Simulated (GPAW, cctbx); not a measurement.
# CdPPdRh4: deformation density and structure factors from DFT

Aim: compute the bonding part of the density of CdPPdRh4, find which reflections carry it, and see how it biases an ordinary refinement.

The cell comes from substitution in a known structure type and wasn't matched to any measured phase. All numbers below are calculated.

**1. Relax the structure**

The density hangs on the geometry, so cell and atoms are relaxed first, with the symmetry held. The cutoff is set higher than for the density because stress converges slowly with plane waves.

Settings: GPAW 26.7.0, PBE, 570 eV, 5×5×3 k-points (along the axes of the calculation cell), Fermi–Dirac width 0.1 eV, BFGS to 0.03 eV/Å.

```text
cell
1.0
     3.808000000    0.000000000    0.000000000
     0.000000000    3.808000000    0.000000000
     0.000000000    0.000000000    6.962000000
Cd Pd Rh P
1 1 4 1
Direct
0.500000000 0.500000000 0.000000000
0.000000000 0.000000000 0.000000000
0.000000000 0.500000000 0.299200000
0.500000000 0.000000000 0.299200000
0.000000000 0.500000000 0.700800000
0.500000000 0.000000000 0.700800000
0.000000000 0.000000000 0.500000000
```

```console
$ OMP_NUM_THREADS=1 mpirun -n 4 gpaw python run.py > gpaw.log
```

```text
BFGS:    0      -40.996737        1.403255
BFGS:    1      -41.064750        1.255208
BFGS:    2      -41.314762        0.271819
BFGS:    3      -41.321516        0.269457
...
BFGS:    9      -41.364679        0.180625
BFGS:   10      -41.369197        0.074261
BFGS:   11      -41.370158        0.017133
cell  3.9611 3.9611 6.8116  90.00 90.00 90.00
volume 106.876 A^3, largest force 0.009 eV/A, largest stress 0.18 GPa
```

After 11 steps the volume has changed by +5.9 % and the energy by -0.373 eV; the largest stress left is 0.18 GPa. It took 2.6 min on 4 cores of Arm Neoverse V2 (shared host), peak memory 1.2 GiB.

Relaxed structure: P4/mmm (no. 123), a = 3.9611 Å, b = 3.9611 Å, c = 6.8116 Å, α = 90.00°, β = 90.00°, γ = 90.00°.

```csv
atom,mult.,x,y,z
Cd1,1,1/2,1/2,0
Pd1,1,0,0,0
Rh1,4,0,1/2,0.3032
P1,1,0,0,1/2
```

**2. Density and charge transfer**

X-rays see the whole electron density, so the PAW density is rebuilt with its core regions. Subtracting spherical free atoms from the same code cancels the cores and leaves the deformation density Δρ, the part due to bonding.

Settings: PBE, 450 eV, 6×6×4 k-points (along the axes of the calculation cell), Fermi–Dirac width 0.1 eV; primitive cell of 7 atoms.

```console
$ OMP_NUM_THREADS=1 mpirun -n 4 gpaw python run.py > gpaw.log
```

```text
|iter:   1|       0s |  -47.907426 | +0.44 |       |
|iter:   2|       2s |  -43.025485 | -0.85 | -1.04 |
|iter:   3|       3s |  -42.267966 | -1.91 | -1.21 |
...
|iter:  12|      17s |  -41.167980c| -6.24 | -4.32c|
|iter:  13|      19s |  -41.167978c| -6.88 | -5.02c|
|iter:  14|      20s |  -41.167979c| -7.46c| -5.43c|
```

```text
grid (40, 40, 70)  electrons 289.000  moved by bonding 1.741 e
deformation density beyond 0.5 A of the nuclei: max 0.240, min -0.365 e/A^3
atom        x       y       z   Voronoi charge  moment
Cd1    0.5000  0.5000  0.0000      0.101       0.00
Pd2    0.0000  0.0000  0.0000      0.172       0.00
Rh3    0.0000  0.5000  0.3032     -0.031       0.00
Rh4    0.5000  0.0000  0.3032     -0.031       0.00
Rh5    0.0000  0.5000  0.6968     -0.031       0.00
Rh6    0.5000  0.0000  0.6968     -0.031       0.00
P 7    0.0000  0.0000  0.5000     -0.150       0.00
mean inner potential of superposed free atoms 26.333 V
total magnetic moment 0.000 muB
```

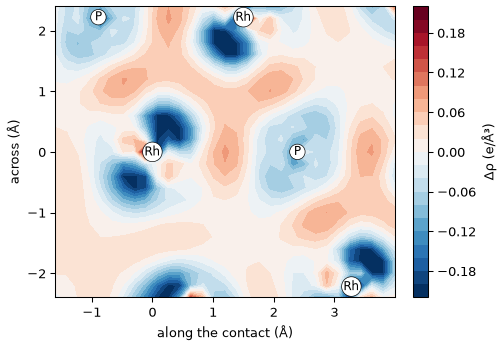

Deformation density in a plane through the shortest contact of the Rh atom at the origin; red gains electrons, blue loses them.

P gains most (-0.15 e) and Pd loses most (+0.17 e), which isn't the order of electronegativity: valence and coordination count too, and Voronoi cells cut space at the midplane whatever the atoms' sizes. Such charges fall far short of formal ones, since overlapping free atoms already put density on their neighbours. Along the shortest contact from the Rh atom at the map's origin, Rh–P at 2.39 Å, Δρ is +0.09 e/Å³ at the midpoint: a bond charge, the mark of covalency. At the midpoints of other shortest contacts it is +0.06 (Rh–Rh, 2.68 Å), +0.02 (Cd–Pd, 2.80 Å), +0.03 (Cd–Rh, 2.86 Å) and +0.04 (Pd–Rh, 2.86 Å) e/Å³. Point values carry grid noise of about 0.01 e/Å³. The run needed 14 iterations, 28 s.

**3. Structure factors**

The Fourier components of Δρ, added to those of the free atoms, give the static X-ray structure factors; the Mott–Bethe relation turns them into the Fourier components V of the potential that fast electrons feel.

```text
static structure factors of the conventional cell: F in electrons, V (Mott-Bethe) in volts
   h  k  l      d  |F| table  |F| free   |F| DFT   change   |V| free  |V| DFT  change %
   0  0  1  6.8116    20.008    19.964    19.696   -0.267     0.055    0.477    759.6
   1  0  0  3.9611    10.778    10.656    10.582   -0.074     1.577    1.627      3.1
   1  0  1  3.4242    13.306    13.435    13.624    0.189     1.792    1.698     -5.3
   0  0  2  3.4058    28.656    28.595    28.849    0.254     1.812    1.686     -7.0
   1  1  0  2.8009    59.699    59.547    59.531   -0.017     3.853    3.859      0.1
   1  1  1  2.5905   114.455   114.253   113.808   -0.445     6.853    6.981      1.9
   1  0  2  2.5825     8.829     8.829     8.719   -0.110     1.193    1.224      2.6
   0  0  3  2.2705   181.646   181.359   180.711   -0.647    10.921   11.064      1.3
   1  1  2  2.1633   189.824   189.605   188.829   -0.776    12.169   12.325      1.3
   2  0  0  1.9806   211.817   211.611   210.786   -0.825    13.019   13.158      1.1
   1  0  3  1.9699    11.003    10.976    11.018    0.042     1.002    0.996     -0.7
   2  0  1  1.9018    16.937    16.892    16.846   -0.046     0.472    0.479      1.5
   2  1  0  1.7715     7.106     7.161     6.993   -0.168     0.786    0.808      2.9
   1  1  3  1.7638    48.514    48.522    48.334   -0.188     3.233    3.258      0.8
```

The largest X-ray change is -0.82 e on 200, 0.4 % of |F|. For electrons V goes as (Z − F)/g², so a change of F counts against Z − F, which is small at low angle and wherever the atoms' terms cancel: |V| of 002 moves by -7.0 % (1.81 to 1.69 V) against +0.9 % in |F|. The tabulated Hartree–Fock atoms differ from the free DFT atoms by up to 0.29 e, so the choice of reference atom matters too.

**4. Which functional?**

The same geometry is run with other functionals, to see whether the bonding signal is larger than the spread between approximations. Free atoms are LDA for LDA and PBE otherwise; meta-GGAs and hybrids keep PBE cores. Any other changed setting is in the row's label.

```csv
run,ΔF 200 (e),ΔF 112 (e),ΔF 003 (e),q(P) (e),moved (e),time
PBE,-0.825,-0.776,-0.647,-0.150,1.741,28 s
LDA,-0.846,-0.789,-0.655,-0.136,1.710,27 s
SCAN,-0.843,-0.759,-0.567,-0.118,1.813,62 s
```

At the base's settings ΔF(200) spans -0.846 to -0.825 e, a spread of 3 % of the PBE value; over the three listed reflections the spread is at most 14 %, so sign and size hold across the functionals. Times are from shared hosts.

**5. What a spherical-atom refinement makes of it**

Routine crystallography fits spherical atoms. To see the bias, intensities are simulated from tabulated atoms plus the DFT change ΔF, so that bonding alone can misfit (3594 reflections of the full sphere, merged to the counts below, to 0.5 Å, 1.5 % proportional noise plus counting noise, assumed isotropic U as listed, Δρ smeared by the mean U) and refined with cctbx over different ranges.

```csv
range,data,R1,GooF,U Cd1 (true 0.0052),U Pd1 (true 0.0053),U Rh1 (true 0.0054),U P1 (true 0.0078),largest shift (Å),"Δρ max, min (e/Å³)"
all data,316,0.0058,1.04,0.0052,0.0053,0.0054,0.0079,0.0000,"0.33, -0.59"
"low resolution, d > 0.84",83,0.0049,1.06,0.0049,0.0050,0.0051,0.0075,0.0000,"0.21, -0.22"
"high order, d < 0.75",208,0.0059,0.97,0.0053,0.0053,0.0055,0.0079,0.0000,"0.36, -0.33"
"occupancies free, d > 0.7",129,0.0054,1.10,0.0052,0.0052,0.0053,0.0077,0.0001,"0.24, -0.35"
```

With all data GooF is 1.04, so at this noise the bonding hardly shows; the top residual peak, near noise level, lies 0.98 Å from P and 1.98 Å from Rh. U of Cd1 is off by -6 % at low resolution and by +2 % from high-order data, where mostly the cores scatter (GooF 0.97). With Cd1 held at 1 and the scale free, the other occupancies refine to Pd1 0.999(0.002), Rh1 0.999(0.001) and P1 0.995(0.005), within three s.u. of full.

**6. Answer**

Bonding moves 1.74 e in the primitive cell of CdPPdRh4 and changes the structure factors of the conventional cell in the table above by at most 0.82 e (200, 0.4 %), and among reflections above 2 % of the strongest by up to 2.3 % (210). The shortest bond, Rh–P, has Δρ = +0.09 e/Å³ at its midpoint, a covalent bond charge. At the base's settings ΔF(200) spans -0.846 to -0.825 e, a spread of 3 % of the PBE value; over the three listed reflections the spread is at most 14 %, so sign and size hold across the functionals. With all data GooF is 1.04, so at this noise the bonding hardly shows. Limits: static density, frozen cores, no spin–orbit coupling.

[Outputs are excerpts: Python notices, other lines and further rows are left out; steps that failed or that the build refused (PBEsol, TPSS) are not shown.]

[Logs are printed without paths, hosts, clocks, repeated set-up lines and the standing remarks that a program may print on its own settings, such as how far it seeks lower states.]
